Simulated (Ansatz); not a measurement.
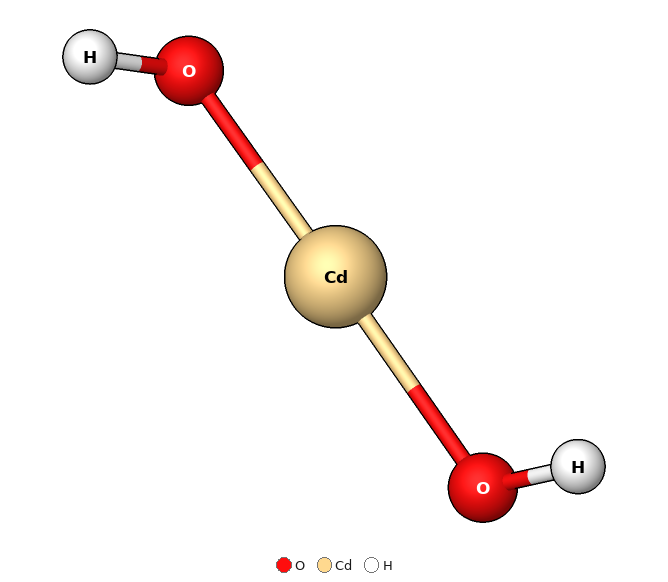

Harmonic vibrations computed with RKS PBE0-D4/def2-TZVP, core potentials on Cd (Ansatz 0.2.0) at a stationary point of the same level.

Q: How many imaginary frequencies does it have?

A: A minimum: no imaginary frequency, and the lowest mode lies at 126 cm⁻¹.

Q: How many vibrational modes are there, and where do they lie?

A: 9 modes: 126, 148, 157, 547, 646, 808, 817, 3889, 3890 cm⁻¹.
